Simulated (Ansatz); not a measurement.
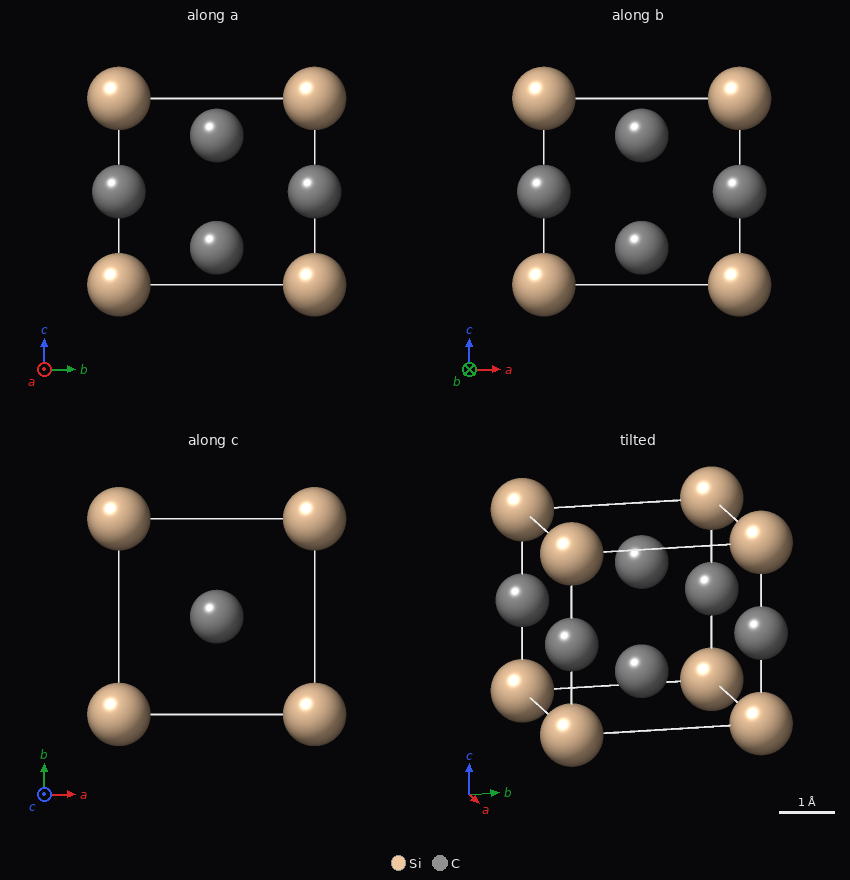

Crystal structure, spheres-only style, seen along the a axis, along the b axis, along the c axis and slightly off an axis. The parallelepiped is the conventional unit cell.

Lattice parameters: a = 3.5757 Å, b = 3.5757 Å, c = 3.4044 Å, α = 90.000°, β = 90.000°, γ = 90.000°.

**Reconstruct the structure as a CIF with its space group and independent sites, with free fractional coordinates to two decimals.**

```cif
data_structure
_symmetry_space_group_name_H-M 'P 4/m m m'
_symmetry_Int_Tables_number 123
_cell_length_a 3.5757
_cell_length_b 3.5757
_cell_length_c 3.4044
_cell_angle_alpha 90.000
_cell_angle_beta 90.000
_cell_angle_gamma 90.000
_cell_volume 43.53
loop_
_atom_site_label
_atom_site_type_symbol
_atom_site_symmetry_multiplicity
_atom_site_Wyckoff_symbol
_atom_site_fract_x
_atom_site_fract_y
_atom_site_fract_z
_atom_site_occupancy
Si1 Si 1 a 0.00 0.00 0.00 1
C1 C 2 h 0.50 0.50 0.20 1
C2 C 1 b 0.00 0.00 0.50 1
```

The initial geometry was a structure type filled with these elements by a generator (whether the compound takes this form wasn't checked). Earlier steps of the study may have refined or changed the cell and positions. A calculation with Ansatz used it as input.
